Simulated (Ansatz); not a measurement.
# CH4AlClSi: up Jacob's ladder to CCSD(T)

Aim: compute CH4AlClSi with functionals from several rungs and with coupled cluster. The yardstick is the atomisation energy at the CCSD(T) limit.

Computed with Ansatz 0.2.0, Gaussian basis. Level: functionals in def2-TZVPP, the program's frozen cores in correlated methods.

Levels to be run: LDA (SPW92), PBE-D4, revPBE-D4, BLYP-D4, r2SCAN-D4, B97M-V, PBE0-D4, B3LYP-D4, r2SCANh-D4, r2SCAN0-D4, HSE06-D4, BHLYP-D4, CAM-B3LYP-D4, LC-ωPBE, ωB97X-V, ωB97M-V, B2PLYP, PBE-QIDH; CCSD(T)/def2-SVP; CCSD(T)/def2-TZVPP; MP2/def2-QZVPP; extrapolation to the limit; RPA on PBE.

## 1. The relaxed structure

An earlier PBE0-D4 in a triple-zeta def2 set relaxation fixed the geometry.

8 atoms, charge 0, spin multiplicity 1.

Atoms are counted from 1 here; the program's logs count them from 0.

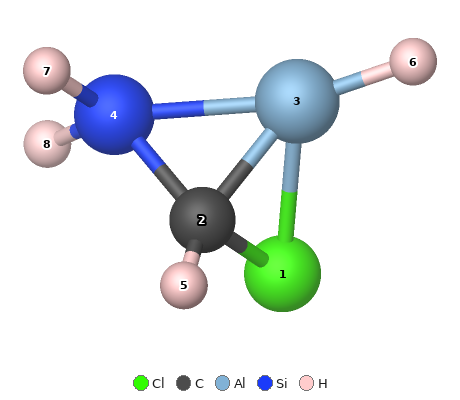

The geometry (chlorine green, carbon dark grey, aluminium light blue, silicon blue, hydrogen pink); atoms are numbered from 1 in the order of the file.

Geometry (Å):

```xyz
8
charge 0, multiplicity 1
Cl   -1.7645    0.8895    0.3667
C    -0.2785    0.5026   -0.7006
Al    0.5114    0.8014    1.0755
Si    0.3012   -1.2094   -0.0942
H    -0.4764    0.8823   -1.6968
H     1.0016    1.9911    1.9812
H     1.4731   -1.5801   -0.9373
H    -0.6757   -2.3344   -0.0503
```

## 2. LDA

This LDA is Slater exchange with PW92 correlation.

Input file in.yaml:

```yaml
crystal:
  periodic: [false, false, false]
  atoms:
    - {symbol: Cl, position_ang: [-1.764472, 0.889488, 0.366684]}
    - {symbol: C, position_ang: [-0.278500, 0.502584, -0.700580]}
    - {symbol: Al, position_ang: [0.511441, 0.801436, 1.075465]}
    - {symbol: Si, position_ang: [0.301165, -1.209409, -0.094219]}
    - {symbol: H, position_ang: [-0.476413, 0.882300, -1.696751]}
    - {symbol: H, position_ang: [1.001607, 1.991099, 1.981204]}
    - {symbol: H, position_ang: [1.473068, -1.580086, -0.937326]}
    - {symbol: H, position_ang: [-0.675693, -2.334414, -0.050276]}
basis:
  gaussian: {orbitals: def2-TZVPP}
hamiltonian: {xc: lda}
output: {orbitals: {seedname: orbitals}}
```

On the command line:

```sh
$ ansatz run in.yaml --threads 2 --pin off --events-out ev --progress --plain --max-ram 4352MiB
```

Further steps of the session: PBE-D4 (GGA); revPBE-D4 (GGA); BLYP-D4 (GGA); r2SCAN-D4 (meta-GGA); B97M-V (meta-GGA); PBE0-D4 (hybrid); B3LYP-D4 (hybrid); r2SCANh-D4 (hybrid); r2SCAN0-D4 (hybrid); HSE06-D4 (hybrid); BHLYP-D4 (hybrid); CAM-B3LYP-D4 (range-separated); LC-ωPBE (range-separated); ωB97X-V (range-separated); ωB97M-V (range-separated); B2PLYP (double hybrid); PBE-QIDH (double hybrid); CCSD(T) in def2-SVP; CCSD(T) in def2-TZVPP; MP2 in def2-QZVPP; RPA on PBE orbitals.

Q: Predict the results of all the runs planned. Wanted: atomisation energy, CCSD(T)/CBS; farthest beyond LDA; mean size of error, GGA; mean size of error, meta-GGA; mean size of error, hybrid; mean size of error, range-separated; mean size of error, double hybrid; gap, smallest and largest; T1 diagnostic.

The runs gave:

| quantity | value |
| --- | --- |
| atomisation energy, CCSD(T)/CBS | 555.5 kcal/mol |
| functionals within 2.8 kcal/mol (0.5 %) | PBE0-D4, r2SCANh-D4, HSE06-D4, ωB97M-V |
| farthest beyond LDA | BHLYP-D4 (-18.3 kcal/mol) |
| mean size of error, GGA | 7.4 kcal/mol |
| mean size of error, meta-GGA | 7.4 kcal/mol |
| mean size of error, hybrid | 5.0 kcal/mol |
| mean size of error, range-separated | 3.9 kcal/mol |
| mean size of error, double hybrid | 7.7 kcal/mol |
| gap, smallest and largest | 3.31 eV (LDA (SPW92)), 9.87 eV (LC-ωPBE) |
| T1 diagnostic | 0.0137 |
| triples share of the correlation energy | 4.5 % |

What this shows: The LDA atomisation energy is off by 80.0 kcal/mol (14 %): it overbinds. PBE-D4 is off by +7.2 kcal/mol. Double hybrids carry the basis error of their MP2 part in triple zeta, and no dispersion term here, so their miss is partly the set-up's. By mean error the best rung here is range-separated (3.9 kcal/mol) and the worst beyond LDA is double hybrid (7.7 kcal/mol). The gap between the best rungs is small, so their order is not settled. The reference freezes the cores and leaves out relativity and excitations past (T), so misses under about 2.8 kcal/mol can't be ranked. Hartree-Fock recovers 71 % of the binding; the rest is correlation. CCSD(T) in def2-SVP is off by -42.5 kcal/mol, more than most functionals: a good method in a small basis is no reference. Orbital gaps span 3.3 to 9.9 eV; exact exchange widens them.
